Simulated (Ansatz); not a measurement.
```xyz
14

C    -0.4981   -0.4446    2.4646
O    -0.4464   -0.5078    1.0744
Ta    0.1716    0.1763   -0.5878
N     1.2113    1.6067   -0.4656
N    -1.4063    0.7353   -1.6745
N     1.2695   -1.2266   -1.4876
H    -0.0982   -1.3674    2.8980
H    -1.5350   -0.3287    2.7972
H     0.0857    0.3997    2.8454
H     1.7853    2.4085   -0.2698
H    -1.5135    1.6321   -2.1205
H    -2.1906    0.1411   -1.9015
H     0.9576   -2.1671   -1.6820
H     2.1944   -1.0865   -1.8613
```

Geometry: PBE0-D4/def2-TZVP; core potentials replace the inner electrons of Ta.

These are results of RKS PBE0-D4/def2-TZVPP in Ansatz, not measurements.

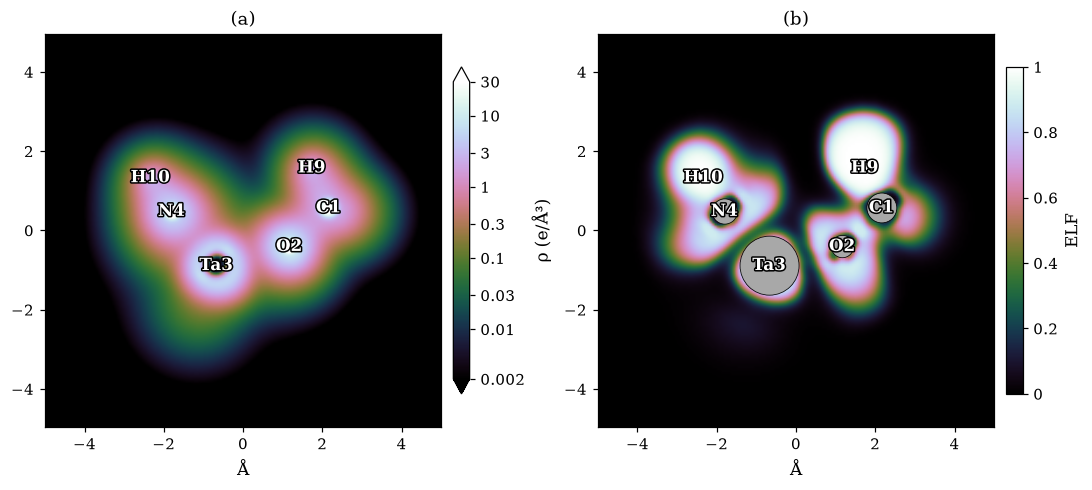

CH₈N₃OTa (SMILES C[O][Ta](=[NH])([NH2])[NH2]). (a) electron density; (b) ELF on the plane of atoms C1, O2 and Ta3. Grey discs cover the atomic cores in the ELF map.

### What do the fields say about this system?

- The plane passes through C, O, Ta, N and H nuclei.
- C–O (1.39 Å): ρ is about 2.1 e/Å³ halfway, with its minimum of 1.8 e/Å³ about 0.5 Å from C; the ELF peaks at about 0.90 between the atoms; a shared but strongly polarised pair.
- Ta–N (1.77 Å): ρ at the midpoint is about 1.5 e/Å³; the ELF peaks at about 0.80 in the valence shell of N, 0.5 Å from its nucleus, and drops to about 0.30 between the two atoms.
- Ta–O (1.90 Å): ρ at the midpoint is about 1 e/Å³; the ELF peaks at about 0.80 in the valence shell of O, 0.5 Å from its nucleus, and drops to about 0.20 between the two atoms.
- N–H (1.01 Å): the density is about 2.9 e/Å³ at the midpoint; the ELF climbs to about 1 towards the hydrogen, as it does in any bond to H; a covalent bond by its length.
- C–H (1.09 Å): ρ is about 2 e/Å³ halfway; the ELF climbs to about 1 towards the hydrogen (a covalent bond by its length).
